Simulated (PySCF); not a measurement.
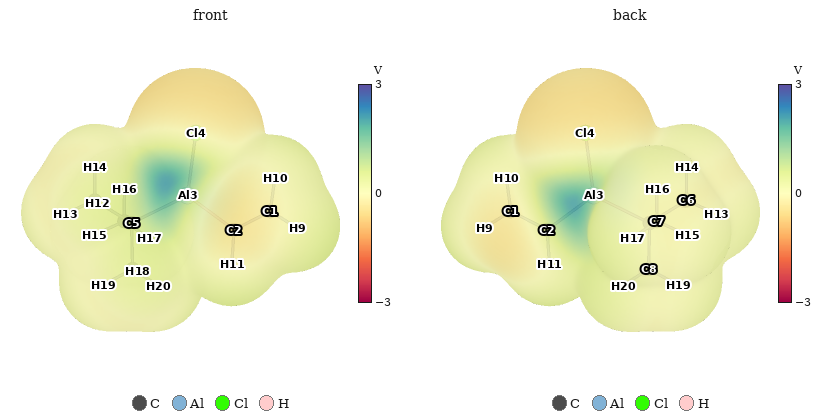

The picture shows: C6H12AlCl (SMILES C=[CH][Al]([Cl])[C](C)(C)C). The molecular electrostatic potential painted on the density surface at 0.001 e/bohr³, seen from the front and from behind; red is negative and blue positive.

Geometry: GFN2-xTB.

The calculation used PySCF 2.14.0, PBE0/pcSseg-1, SCF density, gas phase, non-relativistic.

```yaml
atoms:
  - { symbol: C, position_ang: [3.5800, -1.0607, 0.1268] }
  - { symbol: C, position_ang: [2.2531, -1.1759, 0.0911] }
  - { symbol: Al, position_ang: [1.1377, 0.4681, 0.0251] }
  - { symbol: Cl, position_ang: [2.0305, 2.2936, -0.0061] }
  - { symbol: C, position_ang: [-0.8985, 0.3258, -0.0286] }
  - { symbol: C, position_ang: [-1.5372, 1.1593, 1.0934] }
  - { symbol: C, position_ang: [-1.4388, 0.8424, -1.3718] }
  - { symbol: C, position_ang: [-1.2957, -1.1450, 0.1388] }
  - { symbol: H, position_ang: [4.2540, -1.9073, 0.1692] }
  - { symbol: H, position_ang: [4.0590, -0.0899, 0.1150] }
  - { symbol: H, position_ang: [1.8409, -2.1839, 0.1045] }
  - { symbol: H, position_ang: [-1.2438, 0.7800, 2.0727] }
  - { symbol: H, position_ang: [-2.6266, 1.1308, 1.0272] }
  - { symbol: H, position_ang: [-1.2196, 2.2011, 1.0235] }
  - { symbol: H, position_ang: [-2.5288, 0.7929, -1.3964] }
  - { symbol: H, position_ang: [-1.1411, 1.8798, -1.5310] }
  - { symbol: H, position_ang: [-1.0509, 0.2462, -2.1979] }
  - { symbol: H, position_ang: [-0.9368, -1.5334, 1.0921] }
  - { symbol: H, position_ang: [-2.3801, -1.2631, 0.1067] }
  - { symbol: H, position_ang: [-0.8624, -1.7502, -0.6573] }
```

Which sites attract a positive test charge, and which a negative one?

Answer. A positive charge is drawn to the negative regions and a negative charge to the positive ones. The most negative region (about −0.5 V) lies over Cl4, the most positive (about +2.0 V) over Al3.

How polar is the molecule by this calculation?

Answer. Its dipole moment is 1.37 D.
